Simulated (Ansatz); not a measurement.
Consider Cl2GeH2···H2S.

Input file:

```
crystal:
  periodic: [false, false, false]
  atoms:
    - { symbol: Ge, position_ang: [0.0, 0.0, 0.0] }
    - { symbol: H, position_ang: [0.0, 0.0, 1.9] }
    - { symbol: H, position_ang: [1.4616, 0.0, -0.5162] }
    - { symbol: Cl, position_ang: [-1.0456, 1.8115, -0.7393] }
    - { symbol: Cl, position_ang: [-1.0456, -1.8115, -0.7393] }
    - { symbol: S, position_ang: [-2.4199, 0.0, 0.8041] }
    - { symbol: H, position_ang: [-3.1755, -0.8728, 0.0121] }
    - { symbol: H, position_ang: [-0.9767, 0.0, 1.9513] }
basis:
  gaussian: { orbitals: def2-SVP }
hamiltonian:
  xc: b3lyp
  dispersion: d4
relax:
  f_tol: 0.15
  max_steps: 25
  restrain:
    - { distance: [0, 5], at: 3.45, k: 30.0 }
    - { distance: [7, 1], at: 1.86, k: 30.0 }
    - { distance: [0, 1], at: 1.55, k: 30.0 }
    - { distance: [7, 5], at: 1.4, k: 30.0 }
output:
  orbitals: {}
```

Command:

```sh
ansatz run input.yaml --threads 2 --pin off --max-ram 3072MiB --backend cpu --events-out ev --progress --plain --runs-dir out
```

The fields are those of the run's last geometry, not of the input's.

Not at a stationary point (largest force 0.8 eV/Å).

Theory: Ansatz 0.2.0, RKS B3LYP-D4/def2-SVP.

> Predict the electron density and electron localisation function between the atoms.

Ge–H (1.54 Å): ρ is about 1.1 e/Å³ halfway; the ELF climbs to about 1 towards the hydrogen.

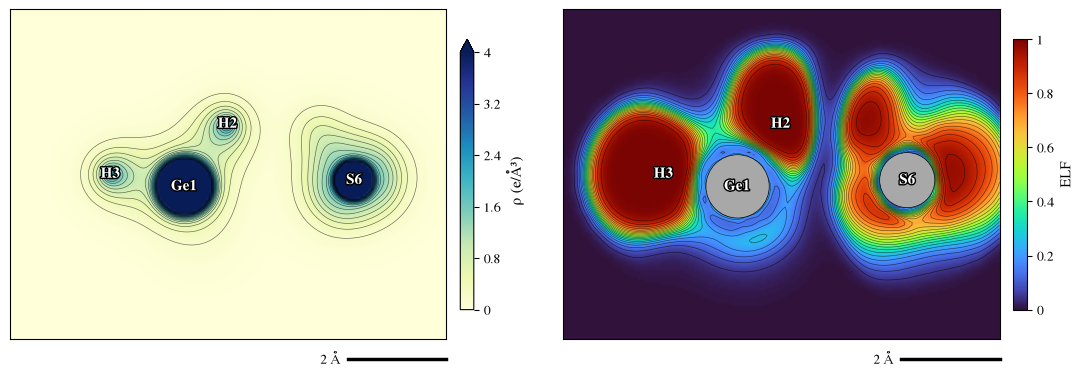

Computed electron density and electron localisation function on the plane of atoms H2, Ge1 and H3, in this order. Grey discs cover the atomic cores in the ELF map. 
